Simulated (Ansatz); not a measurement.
**What a change does: single-point calculation on C₆H₃B**

System: C₆H₃B, SMILES C#CB(C#C)C#C.
Method of run 1: RKS wB97M-V/def2-SVP (Ansatz 0.2.0).

The geometry comes from this level: PBE0-D4/def2-TZVP. Text and figures count atoms from 1; the logs count them from 0 in places.

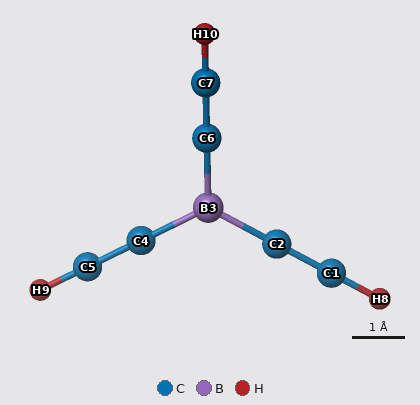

Figure 1. The structure as given in the input (ball-and-stick view, seen at an oblique angle; atoms are numbered from 1 in the order of the input).

**Input file, run 1**
```yaml
crystal:
  periodic: [false, false, false]
  atoms:
    - {symbol: C, position_ang: [0.128752, -2.602743, 0.802223]}
    - {symbol: C, position_ang: [0.074888, -1.450539, 0.446364]}
    - {symbol: B, position_ang: [0.007908, -0.005407, 0.000095]}
    - {symbol: C, position_ang: [-1.278843, 0.776731, 0.156887]}
    - {symbol: C, position_ang: [-2.304537, 1.400758, 0.282000]}
    - {symbol: C, position_ang: [1.228027, 0.657844, -0.602784]}
    - {symbol: C, position_ang: [2.200917, 1.186711, -1.083296]}
    - {symbol: H, position_ang: [0.176227, -3.619994, 1.116536]}
    - {symbol: H, position_ang: [-3.210118, 1.951710, 0.392536]}
    - {symbol: H, position_ang: [3.059880, 1.653730, -1.507462]}
basis:
  gaussian: {orbitals: def2-SVP}
hamiltonian: {xc: {name: wB97M-V}}
output: {orbitals: {seedname: orbitals}}
```

Hardware: 4 CPU threads, shared host.

**Output (run 1)**
```
Functional definition: wB97M-V
  parameter omega = 0.3/bohr
  parameter cx = 0.15
  parameter cx01 = 1.007
  parameter cx10 = 0.259
  parameter css00 = 0.443
  parameter css04 = -1.437
  parameter css10 = -4.535
  parameter css20 = -3.390
  parameter css43 = 4.278
  parameter cos00 = 1.000
  parameter cos10 = 1.358
  parameter cos20 = 2.924
  parameter cos21 = -8.812
  parameter cos60 = -1.390
  parameter cos61 = 9.142
  parameter b = 6.0
  parameter c = 0.01
  gx(w, u) = 1 - cx + cx01*u + cx10*w
  gss(w, u) = css00 + css04*u^4 + css10*w + css20*w^2 + css43*w^4*u^3
  gos(w, u) = cos00 + cos10*w + (cos20 + cos21*u)*w^2 + (cos60 + cos61*u)*w^6
  exchange = spin_sum(e_x_unif_sr(omega)*gx(b97_w, b97_u_x)) + cx*exact_x_sr(omega) + exact_x_lr(omega)
  correlation = spin_sum(e_c_pw_mod_same_spin*gss(b97_w, b97_u_same))
      + integral(e_c_pw_mod_opposite_spin*gos(b97_w_opposite, b97_u_opposite)) + vv10(b, c)
1276 factors; their error is unknown
286 factors; integrals over basis functions are off by at most 9.9e-6 eV
mean field evaluation 1: about -6929.7982 eV, gradient 3.9e1 eV
mean field evaluation 2: about -6932.6052 eV, gradient 2.4e1 eV
mean field evaluation 4: about -6934.0193 eV, gradient 2.6e0 eV
mean field evaluation 8: about -6934.0390 eV, gradient 7.3e-2 eV
mean field evaluation 16: about -6934.0333 eV, gradient 7.1e-5 eV
mean field -6934.03325440 eV, -254.8210220426 hartree, gradient 7.1e-5 eV, S^2 0.000000; 0 other end points of the search recorded, 0 dependent functions left out
reference -6934.03329927 eV, -254.8210236916 hartree; 22, 22 occupied and 91, 91 virtual orbitals, 1276 factors
Total energy: -6934.03329927 eV, -254.8210236916 hartree
```

Run 2 used a changed input.

**The two runs side by side**

| quantity | run 1 | run 2 |
| --- | --- | --- |
| outcome | converged | converged |
| total energy (hartree) | −254.821024 | −255.125875 |
| HOMO (eV) | −10.25 | −10.33 |
| LUMO (eV) | −0.78 | −0.93 |
| basis functions | 113 | 489 |
| wall time (shared host) | 1.6 s | 8 s |

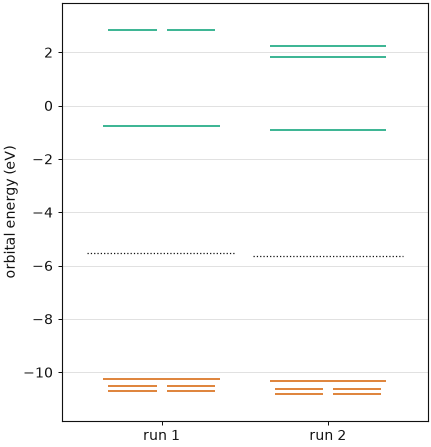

Figure 2. The five highest filled and three lowest empty orbital energies of the two runs; the dotted lines part filled from empty levels. The HOMO–LUMO gap is 9.47 eV in run 1 and 9.40 eV in run 2.

What was changed in the input?

The change (lines with − go, lines with + come):
```diff
-  gaussian: {orbitals: def2-SVP}
+  gaussian: {orbitals: "def2-QZVPP.json"}
```

The total energy of run 2 is 191.3 kcal/mol lower, which measures the change of basis and not a stability. The HOMO goes from −10.25 to −10.33 eV. The LUMO goes from −0.78 to −0.93 eV. The basis functions go from 113 to 489.

**Output (run 2)**
```
Functional definition: wB97M-V
  parameter omega = 0.3/bohr
  parameter cx = 0.15
  parameter cx01 = 1.007
  parameter cx10 = 0.259
  parameter css00 = 0.443
  parameter css04 = -1.437
  parameter css10 = -4.535
  parameter css20 = -3.390
  parameter css43 = 4.278
  parameter cos00 = 1.000
  parameter cos10 = 1.358
  parameter cos20 = 2.924
  parameter cos21 = -8.812
  parameter cos60 = -1.390
  parameter cos61 = 9.142
  parameter b = 6.0
  parameter c = 0.01
  gx(w, u) = 1 - cx + cx01*u + cx10*w
  gss(w, u) = css00 + css04*u^4 + css10*w + css20*w^2 + css43*w^4*u^3
  gos(w, u) = cos00 + cos10*w + (cos20 + cos21*u)*w^2 + (cos60 + cos61*u)*w^6
  exchange = spin_sum(e_x_unif_sr(omega)*gx(b97_w, b97_u_x)) + cx*exact_x_sr(omega) + exact_x_lr(omega)
  correlation = spin_sum(e_c_pw_mod_same_spin*gss(b97_w, b97_u_same))
      + integral(e_c_pw_mod_opposite_spin*gos(b97_w_opposite, b97_u_opposite)) + vv10(b, c)
1393 factors; their error is unknown
374 factors; integrals over basis functions are off by at most 1.3e-5 eV
mean field evaluation 1: about -6935.6672 eV, gradient 5.5e1 eV
mean field evaluation 2: about -6939.3783 eV, gradient 3.6e1 eV
mean field evaluation 4: about -6942.2980 eV, gradient 3.4e0 eV
mean field evaluation 8: about -6942.3302 eV, gradient 1.0e-1 eV
mean field evaluation 16: about -6942.3287 eV, gradient 2.2e-4 eV
mean field -6942.32866897 eV, -255.1258729053 hartree, gradient 1.4e-5 eV, S^2 0.000000; 0 other end points of the search recorded, 0 dependent functions left out
reference -6942.32873349 eV, -255.1258752765 hartree; 22, 22 occupied and 467, 467 virtual orbitals, 1393 factors
Total energy: -6942.32873349 eV, -255.1258752765 hartree
```
